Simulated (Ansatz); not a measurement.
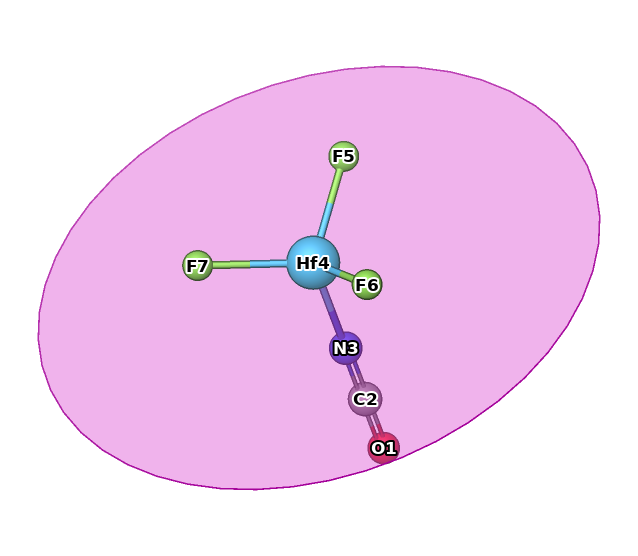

A disc through the centre of mass is drawn in. Depth is shown by fading: the farther an atom, the more it takes the colour of the background. The species is neutral and a spin singlet. The geometry was computed by an optimisation with PBE0-D4/def2-TZVP.

Question: Is the plane of the disc a mirror plane of the structure?

Answer: No. The point group is C3v, with 1 C3 axis and 3 mirror planes, and this plane isn't one of its mirror planes.
